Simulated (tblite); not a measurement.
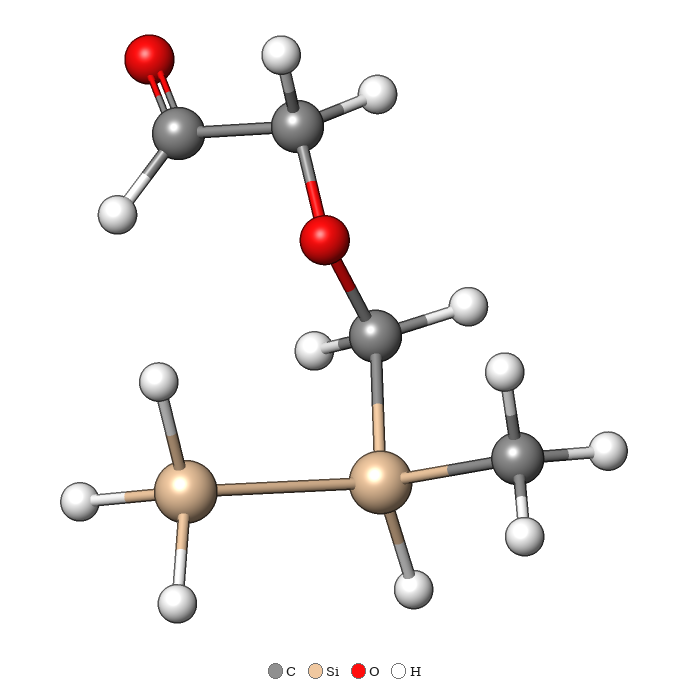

Source: calculation with tblite.

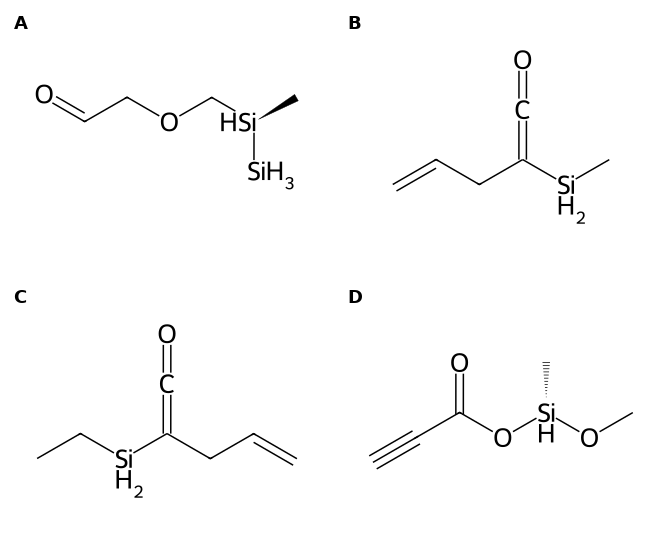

### The first picture shows one of the molecules drawn in the second. Which?

A, `C[Si@@H]([SiH3])COCC=O`.
